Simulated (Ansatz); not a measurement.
## Electronic structure of CH3NOSi in real space

Input file:

```
crystal:
  periodic: [false, false, false]
  atoms:
    - {symbol: N, position_ang: [1.955804, -1.202325, 1.496337]}
    - {symbol: C, position_ang: [1.055970, -1.072294, 0.784647]}
    - {symbol: O, position_ang: [0.058330, -0.960290, -0.005405]}
    - {symbol: Si, position_ang: [-0.617592, 0.521402, -0.484071]}
    - {symbol: H, position_ang: [-1.727112, 0.118871, -1.367847]}
    - {symbol: H, position_ang: [-1.085230, 1.230025, 0.726414]}
    - {symbol: H, position_ang: [0.420929, 1.296712, -1.195776]}
basis:
  gaussian: {orbitals: def2-TZVPP}
hamiltonian: {xc: pbe0, dispersion: d4}
output: {orbitals: {seedname: orbitals}}
```

Launched as:

```sh
ansatz run in.yaml --threads 2 --pin off --events-out ev --progress --plain --max-ram 4352MiB
```

Geometry: PBE0-D4/def2-TZVP.

Theory: Ansatz 0.2.0, RKS PBE0-D4/def2-TZVPP.

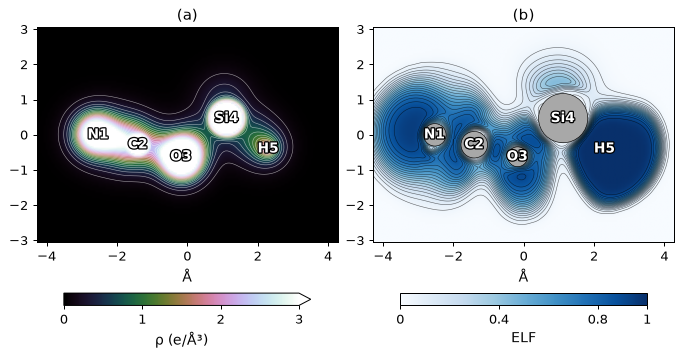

Figure 1. (a) total electron density; (b) electron localisation function on the plane of atoms O3, Si4 and H5. Grey discs cover the atomic cores in the ELF map.

Read the bonding off the picture.

- The plane passes through N, C, O, Si and H nuclei.
- C–N (1.15 Å): ρ is about 3.5 e/Å³ halfway; the ELF peaks at about 0.85 between the atoms; a multiple bond.
- C–O (1.28 Å): ρ is about 2.8 e/Å³ halfway; the ELF peaks at about 0.85 between the atoms (a short, strongly polar bond).
- Si–O (1.70 Å): ρ is about 1 e/Å³ halfway; the ELF peaks at about 0.90 between the atoms, as expected for a shared but strongly polarised pair.
- Si–H (1.47 Å): the density is about 0.85 e/Å³ at the midpoint; the ELF climbs to about 1 towards the hydrogen, as it does in any bond to H.
- The ELF also peaks beside O3 and N1, away from the bonds: lone-pair regions.

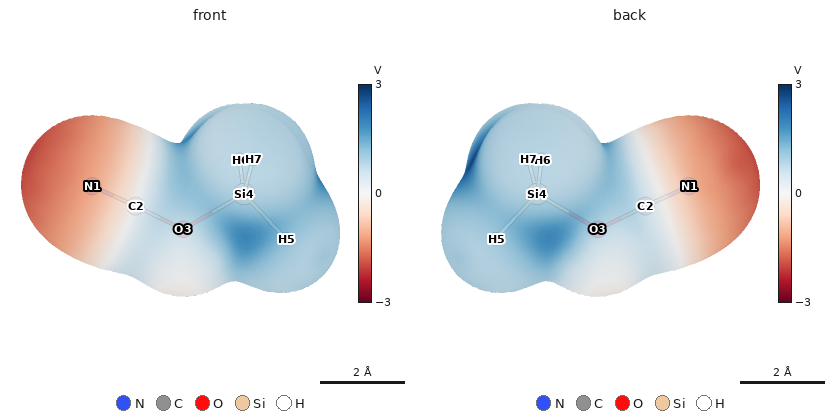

Figure 2. The molecular electrostatic potential painted on the density surface at 0.002 e/bohr³, seen from the front and from behind; the colour scale runs from red (negative) to blue (positive).

Where is the surface potential most negative and most positive?

The most negative region (about −2.0 V) lies over N1, the most positive (about +2.6 V) over Si4. N1 is the likeliest acceptor of a hydrogen bond.

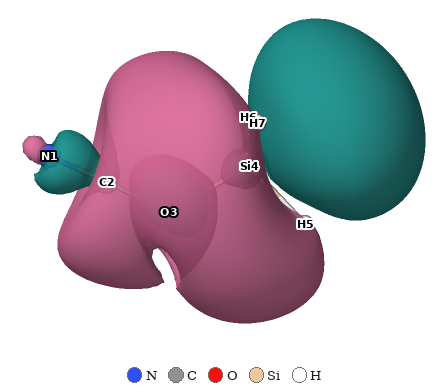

Figure 3. The LUMO at ±0.05 Å⁻³ᐟ² (teal and pink are the two phases), seen across its widest extent.

What is the character of this orbital?

Its weight (Hirshfeld) is mainly on Si4 (about 60 %), O3 (about 10 %), C2 (about 10 %), H5 (about 5 %), H7 (about 5 %) and H6 (about 5 %). Its energy is −0.99 eV.
